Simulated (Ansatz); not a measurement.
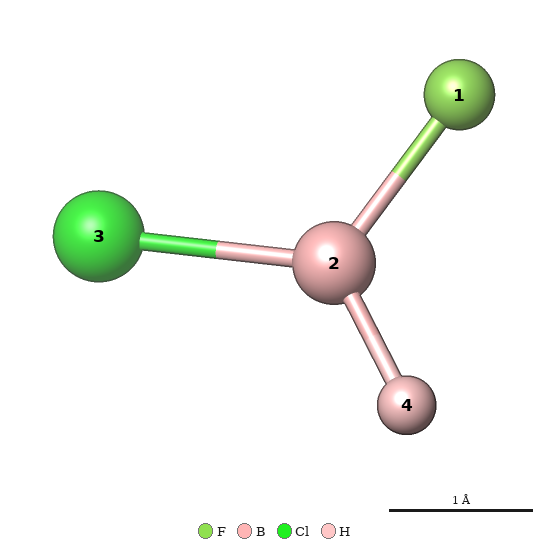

Figure made from data computed with Ansatz.

Orthographic view. Atoms fade into the background with distance from the viewer. Geometry: atoms displaced at random (about 0.05 Å) from a stationary point of GFN2-xTB.

Write a MOL file (V2000) with the atoms in numerical order, bonds sorted by atom number with the orders drawn, and coordinates in the frame of the picture: x right, y up, z towards the viewer, origin at the mean position.

```
BClFH
                    3D

  4  3  0  0  0  0  0  0  0  0999 V2000
    0.9400    1.0900   -0.0700 F   0  0  0  0  0  0  0  0  0  0  0  0
    0.0700   -0.0900    0.0400 B   0  0  0  0  0  0  0  0  0  0  0  0
   -1.5800    0.0900   -0.4300 Cl  0  0  0  0  0  0  0  0  0  0  0  0
    0.5700   -1.0900    0.4500 H   0  0  0  0  0  0  0  0  0  0  0  0
  1  2  1  0
  2  3  1  0
  2  4  1  0
M  END
```
